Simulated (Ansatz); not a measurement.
The end point of a relaxation of Si. Space group Fd-3m (No. 227), diamond type. Computed with PBE (plane waves to 420 eV, PAW, scalar-relativistic; Ansatz, a program for electronic structure).

```xyz
2
Lattice="0.0000 2.7349 2.7349 2.7349 0.0000 2.7349 2.7349 2.7349 0.0000" Properties=species:S:1:pos:R:3 pbc="T T T"
Si     4.1024     4.1024     4.1024
Si     2.7349     2.7349     2.7349
```

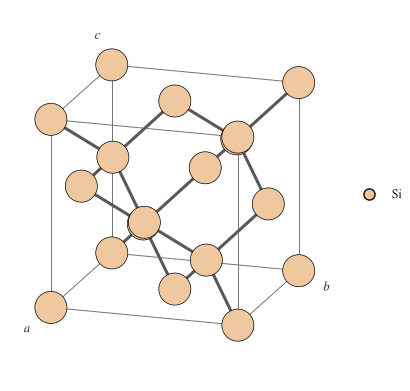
Figure: The conventional cell of the relaxed structure

For Si, the volume per atom is 20.46 Å³, the band gap comes out as 0.61 eV, indirect (valence top at Γ, conduction bottom at 87 % of the way from Γ to X) (no spin-orbit coupling) and the smallest direct gap is 2.55 eV at Γ. The shortest distances is Si–Si 2.37 Å and the k-mesh comes out as 10×10×10.

No spin polarisation in the result.

Measured for Si: a 5.421 Å (static lattice; corrected from measurement; as listed in Daniel Mejia-Rodriguez, S. B. Trickey, Phys. Rev. B (2018)); gap 1.23 eV (static lattice; corrected from measurement; as listed in Wei Chen et al., Physical Review Materials (2018)). Computed minus measured — a: PBE +0.9 %; gap: PBE -0.62 eV. The computed values are for a static lattice, and a measured gap can be an optical one, lowered by exciton binding.

The run could not lose the symmetry of its start; a randomly shaken copy of 4 atoms returns to this structure.
